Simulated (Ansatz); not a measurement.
Electronic density of states of amorphous Hf18O39Mo, density 8.56 g/cm³, on a 2×2×2 Γ-centred mesh with a Gaussian width of 0.1 eV; energies count from the Fermi level, whose place inside the gap is arbitrary. Cell and mesh are small, so fine structure isn't converged. The numbers are results of PBE, scalar-relativistic without spin-orbit coupling (plane waves to 420 eV, PAW; Ansatz, a program for electronic structure), not measurements. Sampling: a 2×2×2 Γ-centred mesh; Fermi-Dirac width 0.02 eV; no spin polarisation. At PBE the levels at both edges of the gap are localised (band-tail or defect states), and the nearest spread-out levels lie 3.8 eV apart at the zone centre.

The cell was made by melting and quenching with the CHGNet potential and then relaxed with DFT. O atoms were pushed apart under 1.9 Å during the dynamics, to hinder bonds among them. The hot cell started wider than the set density and was brought back towards it in steps. It is the lowest in DFT energy of 2 quenches. It is a model cell: composition and starting density were chosen by hand, and all elements were melted together. No dispersion term was used. Its density started from a set value of 8.65 and ended at 8.56 g/cm³. The simulated quench (nominally 300 K/ps over its main leg) is rapid and tends to freeze in more defects than a deposited or slowly cooled glass has. One small periodic cell is one sample of the glass; other quenches scatter about these values. Volume and shape were free in the relaxation.

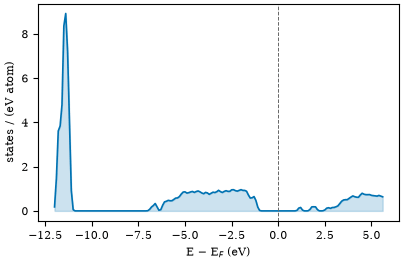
Figure: Density of states per atom

The gap between localised states on this mesh is 2.26 eV; the broadening fills part of it in the curve.
